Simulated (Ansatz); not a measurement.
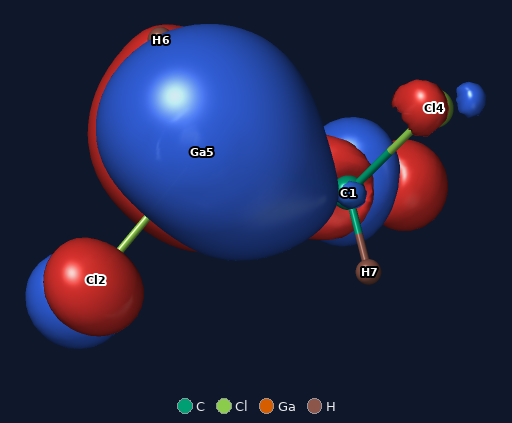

CH2Cl3Ga. One frontier orbital at ±0.1 Å⁻³ᐟ² (red and blue are the two phases), seen across its widest extent.

Geometry: B3LYP-D3(BJ)/def2-SVP.

Level of theory: isolated molecule in a Gaussian basis; Kohn-Sham density functional theory, functional PBE0 in Ansatz.

```yaml
atoms:
  - { symbol: C, position_ang: [0.3114, 2.4883, 0.9388] }
  - { symbol: Cl, position_ang: [-2.5011, 0.5485, 0.1906] }
  - { symbol: Cl, position_ang: [0.9158, 3.0950, -0.6666] }
  - { symbol: Cl, position_ang: [0.7884, 3.5631, 2.2912] }
  - { symbol: Ga, position_ang: [-1.6563, 2.4855, 0.6585] }
  - { symbol: H, position_ang: [-2.5671, 3.7432, 0.6864] }
  - { symbol: H, position_ang: [0.7852, 1.5147, 1.1023] }
```

Which orbital is it: HOMO or LUMO?

The LUMO, at −1.87 eV. Its weight (Hirshfeld) is mainly on Ga5 (about 65 %), Cl3 (about 10 %), Cl2 (about 10 %) and C1 (about 5 %).
